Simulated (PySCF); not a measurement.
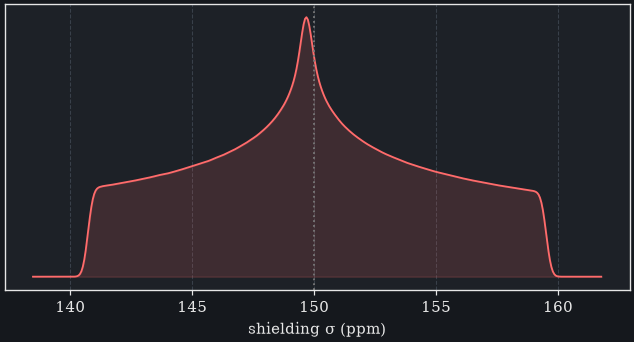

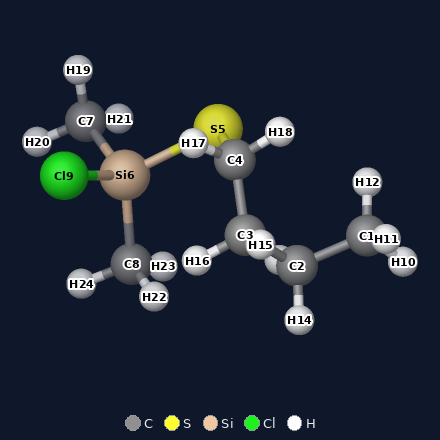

Static powder pattern (¹³C) from GIAO shielding tensors of C₆H₁₅ClSSi (Me2SiClSBu), SMILES CCCCS[Si](C)(C)Cl, WP04/pcSseg-1 (IEF-PCM chloroform), PySCF 2.14.0, at a PBE0-D3(BJ)/def2-SVP geometry (no frequency check); absolute shielding, one fixed geometry of the isolated molecule without any motion, no dipolar terms. The dotted line is the isotropic value; skew is 3(σiso − σ22)/span.

The pattern belongs to C2. Give the principal values, span and skew.

C2: σ11, σ22, σ33 = 141, 150, 160 ppm, isotropic 150, span 19 ppm, skew 0.05.

Note: one conformer of a flexible molecule.
